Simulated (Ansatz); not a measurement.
```
CELL_PARAMETERS angstrom
6.87429 0.00000 0.00000
-3.43715 5.95331 0.00000
0.00000 0.00000 3.37943
ATOMIC_POSITIONS crystal
Cs 0.66667 0.33333 0.25000
Cs 0.33333 0.66667 0.75000
B 0.08382 0.91618 0.25000
B 0.08382 0.16763 0.25000
B 0.83237 0.91618 0.25000
B 0.16763 0.08382 0.75000
B 0.91618 0.83237 0.75000
B 0.91618 0.08382 0.75000
```

Space group P6₃/mmc; a structure generated by program, which may or may not match a known phase.

All numbers below come from DFT PBE, scalar-relativistic, plane waves, PAW (Ansatz).

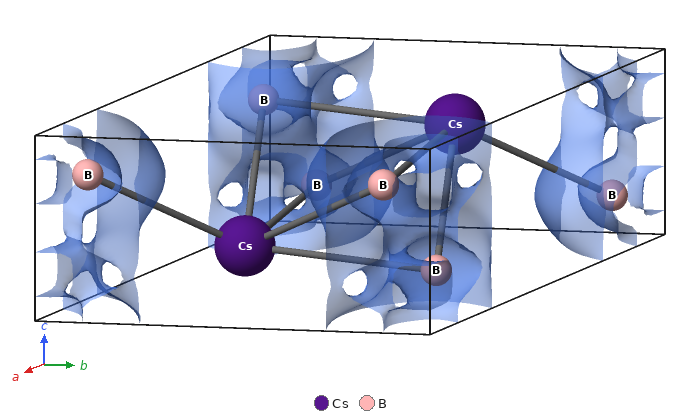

CsB₃. Isosurface of the electron localisation function at 0.6 (blue), seen at an oblique angle. Core shells and regions of very low density are left out. Sticks mark near contacts.

Core electrons are frozen (PAW), and the valence fields are smoothed inside the atomic spheres.

What do the ELF domains correspond to?

The ELF exceeds this value in channels that run through the cell in one direction, counted in one cell of 8 atoms. Regions shared between cells count once.

Values along the shortest contacts:
B–B (1.73 Å): the ELF peaks at about 0.80 between the atoms. Cs–B (3.42 Å): the ELF peaks at about 0.80 in the valence shell of B, 0.9 Å from its nucleus, and drops to about 0.10 between the two atoms (no localised pair shows between them).
